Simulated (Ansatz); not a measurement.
**r2SCAN/STO-3G run of CH5Al (SMILES [H][Al]([H])[CH3])**

Aim: the energy change on altering one bond length of CH5Al at r2SCAN/STO-3G, from 2 runs. 

Program for the calculation: Ansatz 0.2.0.

56 further runs of the same task are left out: 2 that didn't finish, 54 set aside as unsound or not needed.

## 1. The molecule

CH5Al: 7 atoms, total charge 0, spin state singlet. As SMILES, `[H][Al]([H])[CH3]`. Geometry: a GFN2-xTB relaxation, a rough one for these elements and not checked as a minimum.

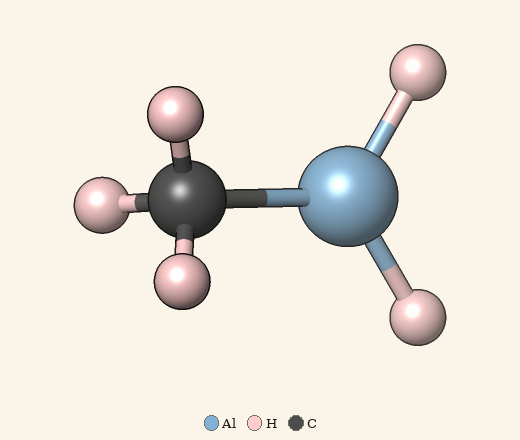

The structure, seen from a chosen angle (aluminium light blue, hydrogen pink, carbon dark grey).

## 2. The energy at r2SCAN/STO-3G

Contents of run.yaml:

```yaml
crystal:
  periodic: [false, false, false]
  atoms:
    - {symbol: Al, position_ang: [0.532240, 0.925980, -0.002840]}
    - {symbol: H, position_ang: [2.079610, 1.030730, 0.039470]}
    - {symbol: H, position_ang: [-0.157080, 2.315610, -0.032820]}
    - {symbol: C, position_ang: [-0.456800, -0.794540, -0.002750]}
    - {symbol: H, position_ang: [-0.578610, -1.223840, -1.005100]}
    - {symbol: H, position_ang: [-1.469240, -0.690290, 0.408830]}
    - {symbol: H, position_ang: [0.049890, -1.563640, 0.595200]}
basis:
  gaussian:
    orbitals: STO-3G
hamiltonian:
  xc: {name: r2SCAN}
accuracy: high
```

On the command line:

```console
ansatz run run.yaml --threads 1 --pin off --max-ram 2610MiB --events-out events.jsonl --progress --plain --runs-dir runs
```

What it wrote:

```text
Warning: RAYON_NUM_THREADS=1 ignored (pool sized by the plan → 1); use --threads N
Functional definition: r2SCAN
  name "r2SCAN"
  parameter k0 = 0.174
  parameter k1 = 0.065
  parameter a1 = 4.9479
  exchange = r2scan_x(k0 = k0, k1 = k1, a1 = a1)
  correlation = r2scan_c
336 factors; integrals over basis functions are off by at most 1.4e-8 eV
mean field evaluation 1: about -7619.9229 eV, gradient 2.1e1 eV
mean field evaluation 2: about -7620.4305 eV, gradient 1.7e1 eV
mean field evaluation 4: about -7621.3391 eV, gradient 2.5e-1 eV
mean field evaluation 8: about -7621.2668 eV, gradient 4.4e-3 eV
mean field evaluation 16: about -7621.2668 eV, gradient 8.5e-8 eV
mean field -7621.26684865 eV, -280.0763908076 hartree, gradient 8.5e-8 eV, S^2 0.000000; 0 other end points of the search recorded, 0 dependent functions left out
reference -7621.26684911 eV, -280.0763908244 hartree; 12, 12 occupied and 7, 7 virtual orbitals, 336 factors
Total energy: -7621.26684911 eV, -280.0763908244 hartree
```

Wall time 2.3 s (1 thread of Arm Neoverse V2, shared host); peak memory 0.14 GiB.

## 3. The distorted shape

Contents of input.yaml:

```yaml
basis:
  gaussian: {orbitals: STO-3G}
crystal:
  periodic: [false, false, false]
  atoms:
    - {symbol: Al, position_ang: [0.704585, 0.578543, 0.004656]}
    - {symbol: H, position_ang: [2.251955, 0.683293, 0.046966]}
    - {symbol: H, position_ang: [-0.157080, 2.315610, -0.032820]}
    - {symbol: C, position_ang: [-0.284455, -1.141977, 0.004746]}
    - {symbol: H, position_ang: [-0.406265, -1.571277, -0.997604]}
    - {symbol: H, position_ang: [-1.296895, -1.037727, 0.416326]}
    - {symbol: H, position_ang: [0.222235, -1.911077, 0.602696]}
hamiltonian: {xc: {name: r2SCAN}}
accuracy: high
```

On the command line:

```console
ansatz run input.yaml --threads 1 --pin off --max-ram 2610MiB --events-out events.jsonl --progress --plain --runs-dir runs
```

What it wrote (excerpt; [...] marks lines left out):

```text
Warning: RAYON_NUM_THREADS=1 ignored (pool sized by the plan → 1); use --threads N
[... 7 set-up lines as earlier in the session ...]
334 factors; integrals over basis functions are off by at most 7.7e-9 eV
mean field evaluation 1: about -7617.9251 eV, gradient 2.4e1 eV
mean field evaluation 2: about -7617.5764 eV, gradient 2.4e1 eV
mean field evaluation 4: about -7620.0711 eV, gradient 6.1e-1 eV
mean field evaluation 8: about -7619.9878 eV, gradient 6.3e-3 eV
mean field evaluation 16: about -7619.9878 eV, gradient 2.0e-8 eV
mean field -7619.98782887 eV, -280.0293876977 hartree, gradient 2.0e-8 eV, S^2 0.000000; 0 other end points of the search recorded, 0 dependent functions left out
reference -7619.98782934 eV, -280.0293877151 hartree; 12, 12 occupied and 7, 7 virtual orbitals, 334 factors
Total energy: -7619.98782934 eV, -280.0293877151 hartree
```

Wall time 2.2 s (1 thread of Arm Neoverse V2, shared host); peak memory 0.14 GiB.

## 4. What came out

At r2SCAN/STO-3G:

| quantity | value |
| --- | --- |
| first shape: total energy | -280.07639 Eh |
| distorted shape: total energy | -280.02939 Eh |
| energy change with the Al1–H3 bond stretched from 1.551 to 1.939 Å | 1.279 eV |

In words: With the Al1–H3 bond stretched from 1.551 to 1.939 Å the energy rises by 1.28 eV (29 kcal/mol). The first shape isn't relaxed at this level, so the change isn't measured from a minimum. The minimal basis adds a large error of its own.
